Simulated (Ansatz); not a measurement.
# PBE0/6-31G(d) (spherical functions) run of Si3NH9 (trisilylamine)

Aim: the energy change on altering one bond length of Si3NH9 (trisilylamine) at PBE0/6-31G* (spherical functions), from 2 runs. 

The calculation is run with Ansatz 0.2.0.

59 further runs of the same task are left out: 59 set aside as unsound or not needed.

## Step 1: The structure to begin with

Si3NH9: 13 atoms, total charge 0, spin state singlet. As SMILES, `[SiH3]N([SiH3])[SiH3]`. The coordinates come from a PBE0-D4/def2-TZVP relaxation.

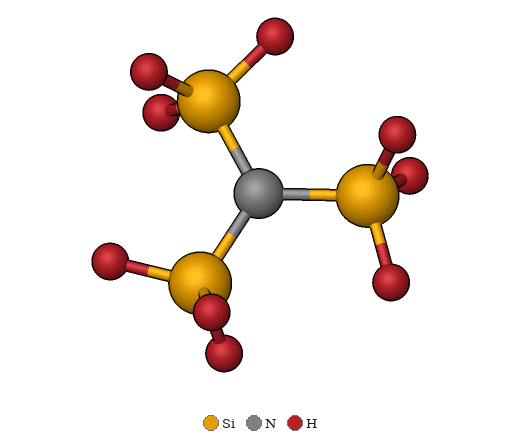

The structure, seen from a chosen angle (silicon amber, nitrogen grey, hydrogen red).

## Step 2: The energy at PBE0/6-31G(d) (spherical functions)

File in.yaml:

```yaml
crystal:
  periodic: [false, false, false]
  atoms:
    - {symbol: Si, position_ang: [-0.519450, 1.440730, -0.815850]}
    - {symbol: N, position_ang: [-0.000690, -0.000090, 0.000350]}
    - {symbol: Si, position_ang: [0.784860, 0.112060, 1.543580]}
    - {symbol: Si, position_ang: [-0.265590, -1.552910, -0.727470]}
    - {symbol: H, position_ang: [-1.148110, 1.019270, -2.096710]}
    - {symbol: H, position_ang: [-1.512750, 2.195720, -0.007190]}
    - {symbol: H, position_ang: [0.625850, 2.343510, -1.105390]}
    - {symbol: H, position_ang: [0.020170, -0.607680, 2.596110]}
    - {symbol: H, position_ang: [2.158120, -0.455830, 1.496860]}
    - {symbol: H, position_ang: [0.862760, 1.555850, 1.894200]}
    - {symbol: H, position_ang: [-1.713780, -1.813530, -0.940290]}
    - {symbol: H, position_ang: [0.285610, -2.575110, 0.202450]}
    - {symbol: H, position_ang: [0.422990, -1.661990, -2.040670]}
basis:
  gaussian:
    orbitals: 6-31G_st_-spherical.json
hamiltonian:
  xc: pbe0
accuracy: high
output: {orbitals: {seedname: orbitals}}
```

The basis set 6-31G* is read from a file made from the Basis Set Exchange's data (not shown).

The run is started by

```console
ansatz run in.yaml --threads 1 --pin off --max-ram 3480MiB --events-out events.jsonl --progress --plain --runs-dir runs
```

Standard output:

```text
Warning: RAYON_NUM_THREADS=1 ignored (pool sized by the plan → 1); use --threads N
Functional definition: PBE0
  name "PBE0"
  parameter a = 0.25
  parameter kappa = 0.804
  parameter beta = 0.06672455060314922
  exchange = (1 - a)*pbe_x(kappa = kappa, mu = beta*pi^2/3) + a*exact_x
  correlation = pbe_c(beta = beta)
2086 factors; integrals over basis functions are off by at most 3.8e-9 eV
mean field evaluation 1: about -25251.3974 eV, gradient 5.2e1 eV
mean field evaluation 2: about -25240.6577 eV, gradient 8.3e1 eV
mean field evaluation 4: about -25256.7230 eV, gradient 7.7e-1 eV
mean field evaluation 8: about -25257.0237 eV, gradient 7.2e-2 eV
mean field evaluation 16: about -25257.0237 eV, gradient 2.6e-6 eV
mean field -25257.02370652 eV, -928.1785013889 hartree, gradient 1.9e-8 eV, S^2 0.000000; 0 other end points of the search recorded, 0 dependent functions left out
reference -25257.02370992 eV, -928.1785015138 hartree; 29, 29 occupied and 57, 57 virtual orbitals, 2086 factors
Total energy: -25257.02370992 eV, -928.1785015138 hartree
```

It took 9.6 s on 1 thread of Arm Neoverse V2, shared host; peak memory 0.34 GiB.

## Step 3: The distorted shape, same level

File run.yaml:

```yaml
crystal:
  periodic: [false, false, false]
  atoms:
    - symbol: Si
      position_ang: [-0.205140, 1.651447, -0.175461]
    - symbol: "N"
      position_ang: [0.313620, 0.210627, 0.640739]
    - symbol: Si
      position_ang: [1.099170, 0.322777, 2.183969]
    - symbol: Si
      position_ang: [0.048720, -1.342193, -0.087081]
    - symbol: H
      position_ang: [-1.148110, 1.019270, -2.096710]
    - symbol: H
      position_ang: [-1.198440, 2.406437, 0.633199]
    - symbol: H
      position_ang: [0.940160, 2.554227, -0.465001]
    - symbol: H
      position_ang: [0.334480, -0.396963, 3.236499]
    - symbol: H
      position_ang: [2.472430, -0.245113, 2.137249]
    - symbol: H
      position_ang: [1.177070, 1.766567, 2.534589]
    - symbol: H
      position_ang: [-1.399470, -1.602813, -0.299901]
    - symbol: H
      position_ang: [0.599920, -2.364393, 0.842839]
    - symbol: H
      position_ang: [0.737300, -1.451273, -1.400281]
basis:
  gaussian: {orbitals: 6-31G_st_-spherical.json}
hamiltonian: {xc: pbe0}
accuracy: high
output: {orbitals: {seedname: orbitals}}
```

The basis set 6-31G* is read from a file made from the Basis Set Exchange's data (not shown).

The run is started by

```console
ansatz run run.yaml --threads 1 --pin off --max-ram 3480MiB --events-out events.jsonl --progress --plain --runs-dir runs
```

Standard output (excerpt; [...] marks lines left out):

```text
Warning: RAYON_NUM_THREADS=1 ignored (pool sized by the plan → 1); use --threads N
[... 7 set-up lines as earlier in the session ...]
2087 factors; integrals over basis functions are off by at most 3.7e-9 eV
mean field evaluation 1: about -25249.4054 eV, gradient 5.2e1 eV
mean field evaluation 2: about -25237.9427 eV, gradient 8.4e1 eV
mean field evaluation 4: about -25254.7486 eV, gradient 1.8e0 eV
mean field evaluation 8: about -25255.0450 eV, gradient 3.0e-1 eV
mean field evaluation 16: about -25255.0453 eV, gradient 1.8e-5 eV
mean field -25255.04532713 eV, -928.1057972875 hartree, gradient 5.4e-8 eV, S^2 0.000000; 0 other end points of the search recorded, 0 dependent functions left out
reference -25255.04533057 eV, -928.1057974137 hartree; 29, 29 occupied and 57, 57 virtual orbitals, 2087 factors
Total energy: -25255.04533057 eV, -928.1057974137 hartree
```

It took 10 s on 1 thread of Arm Neoverse V2, shared host; peak memory 0.34 GiB.

## Step 4: Outcome

At PBE0/6-31G* (spherical functions):

```
                                                          quantity          value
                                         first shape: total energy  -928.17850 Eh
                                          first shape: HOMO energy       -7.47 eV
                                          first shape: LUMO energy       -0.02 eV
                                        first shape: HOMO–LUMO gap        7.46 eV
                                     distorted shape: total energy  -928.10580 Eh
                                      distorted shape: HOMO energy       -7.69 eV
                                      distorted shape: LUMO energy       -1.11 eV
                                    distorted shape: HOMO–LUMO gap        6.58 eV
energy change with the Si1–H5 bond stretched from 1.488 to 2.232 Å       1.978 eV
```

With the Si1–H5 bond stretched from 1.488 to 2.232 Å the energy rises by 1.98 eV (46 kcal/mol). The first shape isn't relaxed at this level, so the change isn't measured from a minimum.
